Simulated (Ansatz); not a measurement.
**FH2NaSSi (SMILES [F][Na].[SiH]S), step by step**

Wanted: a series of 40 runs (BLYP/def2-TZVPD, B97M-V/def2-TZVPD, B3LYP-D4/def2-TZVPD, wB97X-V/def2-TZVPD, wB97X/def2-TZVPD, MP2/def2-TZVPD, RPA@PBE/def2-TZVPD, LC-wPBE/def2-TZVPD) of FH2NaSSi. 

Program for the calculation: Ansatz 0.2.0.

## 1. The system as given

The species is FH2NaSSi (6 atoms), typed as a singlet with charge 0. SMILES: `[F][Na].[SiH]S`.

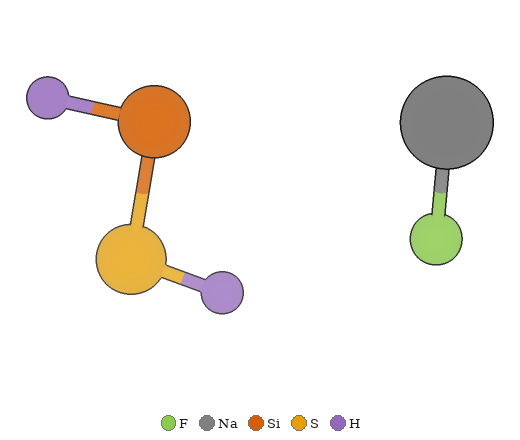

The structure, seen from a chosen angle (fluorine green, sodium grey, silicon orange, sulfur amber, hydrogen purple).

## 2. The energy at BLYP/def2-TZVPD (run 1)

File run.yaml:

```yaml
crystal:
  periodic: [false, false, false]
  atoms:
    - symbol: F
      position_ang: [-0.818850, 0.270200, -0.424450]
    - symbol: Na
      position_ang: [0.818850, -0.270200, 0.424450]
    - symbol: Si
      position_ang: [1.039330, 3.847200, 0.829020]
    - symbol: S
      position_ang: [-0.872810, 4.509270, 0.212600]
    - symbol: H
      position_ang: [1.447880, 5.299270, 1.053050]
    - symbol: H
      position_ang: [-1.404790, 3.298640, -0.037570]
basis:
  gaussian: {orbitals: def2-TZVPD}
hamiltonian: {xc: {name: BLYP}}
```

On the command line:

```bash
$ ansatz run run.yaml --threads 1 --pin off --max-ram 2610MiB --events-out events.jsonl --progress --plain --runs-dir runs
```

What it wrote:

```text
Warning: RAYON_NUM_THREADS=1 ignored (pool sized by the plan → 1); use --threads N
Functional definition: BLYP
  name "BLYP"
  parameter beta = 0.0042
  parameter a = 0.04918
  parameter b = 0.132
  parameter c = 0.2533
  parameter d = 0.349
  exchange = b88_x(beta = beta)
  correlation = lyp_c(a = a, b = b, c = c, d = d)
1185 factors; their error is unknown
mean field evaluation 1: about -25874.8461 eV, gradient 6.0e1 eV
mean field evaluation 2: about -25552.7404 eV, gradient 1.8e2 eV
mean field evaluation 4: about -25875.7064 eV, gradient 5.5e1 eV
mean field evaluation 8: about -25875.7091 eV, gradient 5.5e1 eV
mean field evaluation 16: about -25881.2281 eV, gradient 5.7e-4 eV
mean field -25881.22807104 eV, -951.1175886842 hartree, gradient 3.9e-5 eV, S^2 0.000000; 0 other end points of the search recorded, 0 dependent functions left out
reference -25881.22847391 eV, -951.1176034894 hartree; 26, 26 occupied and 156, 156 virtual orbitals, 1185 factors
Total energy: -25881.22847391 eV, -951.1176034894 hartree
```

It took 6.6 s on 1 thread of Intel Xeon at 2.70GHz, shared host; peak memory 0.23 GiB.

## 3. FNa: a single-point energy at BLYP/def2-TZVPD (run 2)

File job.yaml:

```yaml
crystal:
  periodic: [false, false, false]
  atoms:
    - symbol: F
      position_ang: [-0.818850, 0.270200, -0.424450]
    - symbol: Na
      position_ang: [0.818850, -0.270200, 0.424450]
basis:
  gaussian:
    orbitals: def2-TZVPD
hamiltonian:
  xc: {name: BLYP}
```

On the command line:

```bash
$ ansatz run job.yaml --threads 1 --pin off --max-ram 2610MiB --events-out events.jsonl --progress --plain --runs-dir runs
```

What it wrote:

```text
Warning: RAYON_NUM_THREADS=1 ignored (pool sized by the plan → 1); use --threads N
Functional definition: BLYP
  name "BLYP"
  parameter beta = 0.0042
  parameter a = 0.04918
  parameter b = 0.132
  parameter c = 0.2533
  parameter d = 0.349
  exchange = b88_x(beta = beta)
  correlation = lyp_c(a = a, b = b, c = c, d = d)
515 factors; their error is unknown
mean field evaluation 1: about -7130.4023 eV, gradient 5.7e1 eV
mean field evaluation 2: about -6843.5144 eV, gradient 2.0e2 eV
mean field evaluation 4: about -7135.3773 eV, gradient 7.9e0 eV
mean field evaluation 8: about -7135.4358 eV, gradient 5.6e-2 eV
mean field evaluation 16: about -7135.4359 eV, gradient 2.9e-5 eV
mean field -7135.43585407 eV, -262.2224310649 hartree, gradient 2.9e-5 eV, S^2 0.000000; 0 other end points of the search recorded, 0 dependent functions left out
reference -7135.43610523 eV, -262.2224402949 hartree; 10, 10 occupied and 65, 65 virtual orbitals, 515 factors
Total energy: -7135.43610523 eV, -262.2224402949 hartree
```

It took 1.5 s on 1 thread of Intel Xeon at 2.70GHz, shared host; peak memory 0.1 GiB.

Runs 3 to 5 aren't shown in full; the table further down has their settings and results.

## 4. The energy at B97M-V/def2-TZVPD (run 6)

Edit job.yaml of step 3 so:

```diff
@@ -7,2 +7,10 @@
       position_ang: [0.818850, -0.270200, 0.424450]
+    - symbol: Si
+      position_ang: [1.039330, 3.847200, 0.829020]
+    - symbol: S
+      position_ang: [-0.872810, 4.509270, 0.212600]
+    - symbol: H
+      position_ang: [1.447880, 5.299270, 1.053050]
+    - symbol: H
+      position_ang: [-1.404790, 3.298640, -0.037570]
 basis:
@@ -11,2 +19,2 @@
 hamiltonian:
-  xc: {name: BLYP}
+  xc: {name: B97M-V}
```

On the command line:

```bash
$ ansatz run job.yaml --threads 1 --pin off --max-ram 2610MiB --events-out events.jsonl --progress --plain --runs-dir runs
```

What it wrote (excerpt; [...] marks lines left out):

```text
Warning: RAYON_NUM_THREADS=1 ignored (pool sized by the plan → 1); use --threads N
Functional definition: B97M-V
  name "B97M-V"
[...]
  gx(w, u) = cx00 + cx01*u + cx02*u^2 + (cx10 + cx11*u)*w
  gss(w, u) = css00 + css02*u^2 + css10*w + (css32*w^3 + css42*w^4)*u^2
  gos(w, u) = cos00 + cos01*u + cos03*u^3 + cos10*w + cos32*w^3*u^2
[...]
      + integral(e_c_pw_mod_opposite_spin*gos(b97_w_opposite, b97_u_opposite)) + vv10(b, c)
1185 factors; their error is unknown
[...]
mean field -25874.38696216 eV, -950.8661825698 hartree, gradient 1.9e-5 eV, S^2 0.000000; 0 other end points of the search recorded, 0 dependent functions left out
reference -25874.38705125 eV, -950.8661858439 hartree; 26, 26 occupied and 156, 156 virtual orbitals, 1185 factors
Total energy: -25874.38705125 eV, -950.8661858439 hartree
```

Wall time 17 s (1 thread of Intel Xeon at 2.70GHz, shared host); peak memory 0.32 GiB.

Runs 7 to 39 aren't shown in full; the table further down has their settings and results.

## 5. H2SSi among ghost functions: a single-point energy at LC-wPBE/def2-TZVPD (with ghost functions) (run 40)

File job.yaml:

```yaml
crystal:
  periodic: [false, false, false]
  atoms:
    - {symbol: Si, position_ang: [1.039330, 3.847200, 0.829020]}
    - {symbol: S, position_ang: [-0.872810, 4.509270, 0.212600]}
    - {symbol: H, position_ang: [1.447880, 5.299270, 1.053050]}
    - {symbol: H, position_ang: [-1.404790, 3.298640, -0.037570]}
basis:
  gaussian:
    orbitals: def2-TZVPD
    ghost_atoms: [{symbol: F, position_ang: [-0.818850, 0.270200, -0.424450]}, {symbol: Na, position_ang: [0.818850, -0.270200, 0.424450]}]
hamiltonian: {xc: {name: LC-wPBE}}
total_charge: 0
```

On the command line:

```bash
$ ansatz run job.yaml --threads 1 --pin off --max-ram 2610MiB --events-out events.jsonl --progress --plain --runs-dir runs
```

What it wrote:

```text
Warning: RAYON_NUM_THREADS=1 ignored (pool sized by the plan → 1); use --threads N
Functional definition: LC-wPBE
  name "LC-wPBE"
  parameter omega = 0.4/bohr
  exchange = pbe_x_sr(omega) + exact_x_lr(omega)
  correlation = pbe_c
1096 factors; their error is unknown
426 factors; integrals over basis functions are off by at most 3.8e-4 eV
mean field evaluation 1: about -18739.0885 eV, gradient 1.2e1 eV
mean field evaluation 2: about -18739.5145 eV, gradient 8.4e0 eV
mean field evaluation 4: about -18739.6814 eV, gradient 4.4e-1 eV
mean field evaluation 8: about -18739.6754 eV, gradient 7.1e-2 eV
mean field evaluation 16: about -18739.6754 eV, gradient 2.4e-5 eV
mean field -18739.67539989 eV, -688.6703687376 hartree, gradient 2.4e-5 eV, S^2 0.000000; 0 other end points of the search recorded, 0 dependent functions left out
reference -18739.67539989 eV, -688.6703687379 hartree; 16, 16 occupied and 166, 166 virtual orbitals, 1096 factors
Total energy: -18739.67539989 eV, -688.6703687379 hartree
```

It took 4.8 s on 1 thread of Intel Xeon at 2.70GHz, shared host; peak memory 0.3 GiB.

## 6. Overview of the runs

```csv
run,level,fragment atoms,contact,frozen core orbitals,partner,energy (Eh),wall time
1,BLYP/def2-TZVPD,–,–,–,base,-951.117603,6.6 s
2,BLYP/def2-TZVPD,"(1, 2)",base,–,fragment,-262.222440,1.5 s
3,BLYP/def2-TZVPD (with ghost functions),"(1, 2)",base,–,fragment with ghosts,-262.222569,4.5 s
4,BLYP/def2-TZVPD,"(3, 4, 5, 6)",base,–,fragment,-688.887670,2.4 s
5,BLYP/def2-TZVPD (with ghost functions),"(3, 4, 5, 6)",base,–,fragment with ghosts,-688.887742,4.2 s
6,B97M-V/def2-TZVPD,–,–,–,base,-950.866186,17 s
7,B97M-V/def2-TZVPD,"(1, 2)",base,–,fragment,-262.143867,3.3 s
8,B97M-V/def2-TZVPD (with ghost functions),"(1, 2)",base,–,fragment with ghosts,-262.143943,12 s
9,B97M-V/def2-TZVPD,"(3, 4, 5, 6)",base,–,fragment,-688.712637,6.9 s
10,B97M-V/def2-TZVPD (with ghost functions),"(3, 4, 5, 6)",base,–,fragment with ghosts,-688.712704,13 s
11,B3LYP-D4/def2-TZVPD,–,–,–,base,-951.183250,7.2 s
12,B3LYP-D4/def2-TZVPD,"(1, 2)",base,–,fragment,-262.239397,1.1 s
13,B3LYP-D4/def2-TZVPD (with ghost functions),"(1, 2)",base,–,fragment with ghosts,-262.239497,4.5 s
14,B3LYP-D4/def2-TZVPD,"(3, 4, 5, 6)",base,–,fragment,-688.933545,1.9 s
15,B3LYP-D4/def2-TZVPD (with ghost functions),"(3, 4, 5, 6)",base,–,fragment with ghosts,-688.933606,5.1 s
16,wB97X-V/def2-TZVPD,–,–,–,base,-950.937944,17 s
17,wB97X-V/def2-TZVPD,"(1, 2)",base,–,fragment,-262.153120,3.9 s
18,wB97X-V/def2-TZVPD (with ghost functions),"(1, 2)",base,–,fragment with ghosts,-262.153211,15 s
19,wB97X-V/def2-TZVPD,"(3, 4, 5, 6)",base,–,fragment,-688.775288,5.1 s
20,wB97X-V/def2-TZVPD (with ghost functions),"(3, 4, 5, 6)",base,–,fragment with ghosts,-688.775347,15 s
21,wB97X/def2-TZVPD,–,–,–,base,-951.079025,17 s
22,wB97X/def2-TZVPD,"(1, 2)",base,–,fragment,-262.194555,2.3 s
23,wB97X/def2-TZVPD (with ghost functions),"(1, 2)",base,–,fragment with ghosts,-262.194626,9.3 s
24,wB97X/def2-TZVPD,"(3, 4, 5, 6)",base,–,fragment,-688.874627,3.9 s
25,wB97X/def2-TZVPD (with ghost functions),"(3, 4, 5, 6)",base,–,fragment with ghosts,-688.874686,12 s
26,MP2/def2-TZVPD,–,–,12,base,-949.730404,8.1 s
27,MP2/def2-TZVPD,"(1, 2)",base,2,fragment,-261.814847,0.45 s
28,MP2/def2-TZVPD (with ghost functions),"(1, 2)",base,2,fragment with ghosts,-261.815341,3.6 s
29,MP2/def2-TZVPD,"(3, 4, 5, 6)",base,10,fragment,-687.905800,1.3 s
30,MP2/def2-TZVPD (with ghost functions),"(3, 4, 5, 6)",base,10,fragment with ghosts,-687.906087,4.5 s
31,RPA@PBE/def2-TZVPD,–,–,12,base,-950.122970,12 s
32,RPA@PBE/def2-TZVPD,"(1, 2)",base,2,fragment,-262.004289,2 s
33,RPA@PBE/def2-TZVPD (with ghost functions),"(1, 2)",base,2,fragment with ghosts,-262.004962,11 s
34,RPA@PBE/def2-TZVPD,"(3, 4, 5, 6)",base,10,fragment,-688.109348,3.3 s
35,RPA@PBE/def2-TZVPD (with ghost functions),"(3, 4, 5, 6)",base,10,fragment with ghosts,-688.109802,7.2 s
36,LC-wPBE/def2-TZVPD,–,–,–,base,-950.784267,6 s
37,LC-wPBE/def2-TZVPD,"(1, 2)",base,–,fragment,-262.105443,1 s
38,LC-wPBE/def2-TZVPD (with ghost functions),"(1, 2)",base,–,fragment with ghosts,-262.105547,3.9 s
39,LC-wPBE/def2-TZVPD,"(3, 4, 5, 6)",base,–,fragment,-688.670297,1.7 s
40,LC-wPBE/def2-TZVPD (with ghost functions),"(3, 4, 5, 6)",base,–,fragment with ghosts,-688.670369,4.8 s
```

## 7. Summary of results

```
                                                                                                        quantity          value
                                                               H2SSi among ghost functions, run 40: total energy  -688.67037 Eh
                 interaction energy of the rigid parts FNa and H2SSi (parts in their own basis), BLYP/def2-TZVPD      -0.204 eV
   interaction energy of the rigid parts FNa and H2SSi (parts in the whole basis, counterpoise), BLYP/def2-TZVPD      -0.198 eV
 interaction energy of the rigid parts FNa and H2SSi (parts in the whole basis, counterpoise), B97M-V/def2-TZVPD      -0.260 eV
             interaction energy of the rigid parts FNa and H2SSi (parts in their own basis), B3LYP-D4/def2-TZVPD      -0.280 eV
interaction energy of the rigid parts FNa and H2SSi (parts in the whole basis, counterpoise), wB97X-V/def2-TZVPD      -0.255 eV
                interaction energy of the rigid parts FNa and H2SSi (parts in their own basis), wB97X/def2-TZVPD      -0.268 eV
              interaction energy of the rigid parts FNa and H2SSi (parts in their own basis), LC-wPBE/def2-TZVPD      -0.232 eV
interaction energy of the rigid parts FNa and H2SSi (parts in the whole basis, counterpoise), LC-wPBE/def2-TZVPD      -0.227 eV
```

In words: At BLYP/def2-TZVPD: the interaction energy of the rigid parts FNa and H2SSi (parts in their own basis) is −0.20 eV (−4.7 kcal/mol): the parts attract. At BLYP/def2-TZVPD: the interaction energy of the rigid parts FNa and H2SSi (parts in the whole basis, counterpoise) is −0.20 eV (−4.6 kcal/mol): the parts attract. The basis-set superposition error is 0.5 kJ/mol. At B97M-V/def2-TZVPD: the interaction energy of the rigid parts FNa and H2SSi (parts in the whole basis, counterpoise) is −0.26 eV (−6.0 kcal/mol): the parts attract. At B3LYP-D4/def2-TZVPD: the interaction energy of the rigid parts FNa and H2SSi (parts in their own basis) is −0.28 eV (−6.5 kcal/mol): the parts attract. At wB97X-V/def2-TZVPD: the interaction energy of the rigid parts FNa and H2SSi (parts in the whole basis, counterpoise) is −0.26 eV (−24.6 kJ/mol): the parts attract. Totals of different functionals can't be ranked against each other. All runs together took 4.4 min, the longest 17 s.
